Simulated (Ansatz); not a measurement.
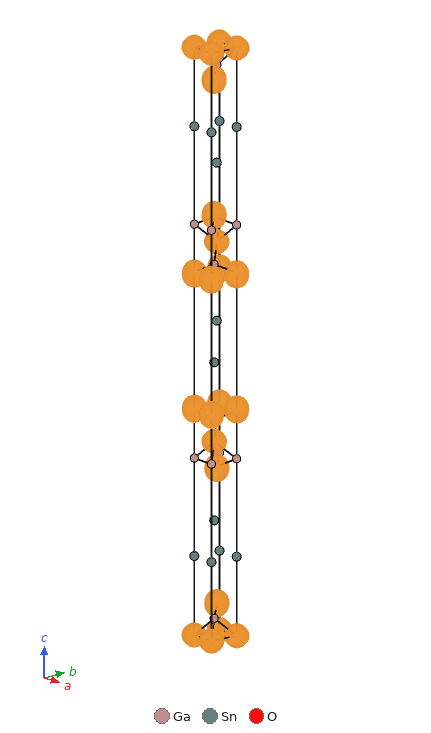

Figure. Ga$_{2}$Sn$_{2}$O$_{3}$. Isosurface of the ELF at 0.6 (orange), seen slightly off an axis. Core shells and regions of very low density are left out. Sticks mark near contacts.

Space group R-3m; a generated structure, not necessarily the stable one.

All numbers below come from Ansatz 0.2.0, DFT PBE, scalar-relativistic, plane waves, PAW.

The calculation's input:

```
crystal:
  lattice:
    - [1.5540265279, 0.8972176342, 14.453250068]
    - [-1.5540265279, 0.8972176342, 14.453250068]
    - [0.0, -1.7944352684, 14.453250068]
  atoms:
    - { symbol: Ga, position: [0.6989829677, 0.6989829677, 0.6989829677] }
    - { symbol: Ga, position: [0.3010170323, 0.3010170323, 0.3010170323] }
    - { symbol: Sn, position: [0.134400249, 0.134400249, 0.134400249] }
    - { symbol: Sn, position: [0.865599751, 0.865599751, 0.865599751] }
    - { symbol: O, position: [0.3823218726, 0.3823218726, 0.3823218726] }
    - { symbol: O, position: [0.6176781274, 0.6176781274, 0.6176781274] }
    - { symbol: O, position: [0.0, 0.0, 0.0] }
basis:
  ecutwfc: 420
kpoints:
  mp_grid: { grid: [12, 12, 12] }
hamiltonian:
  xc: pbe
scf:
  occupations: { method: gaussian, width: 0.1 }
output:
  forces: true
  stress: true
  eigenvalues: true
  write_density: true
  write_potential: true
  elf: true
  volumetric_format: npy
relax:
  adjacent_minimum: "off"
  f_tol: 0.001
  max_steps: 60
  cell: { stress_tol: 0.01 }
```

Launched as:

```sh
ansatz run input.yaml --threads 3 --pin off --max-ram 7680MiB --backend cpu --events-out ev --progress --plain --runs-dir out
```

Below, planes, directions and counts refer to the conventional cell (a = 3.11 Å, b = 3.11 Å, c = 43.43 Å, α = 90.00°, β = 90.00°, γ = 120.00°).

The fields are those of the run's last geometry, not of the input's.

Q: What do the ELF domains correspond to?

A: The ELF exceeds this value in nine regions wrapped around O (the valence shell of each), counted in one cell of 21 atoms. Regions shared between cells count once.

Values along the shortest contacts:
Ga–O (1.93 Å): the ELF peaks at about 0.85 in the valence shell of O, 0.6 Å from its nucleus, and is about 0.35 at the midpoint. Sn–Sn (3.11 Å): the ELF is about 0.35 at the midpoint.
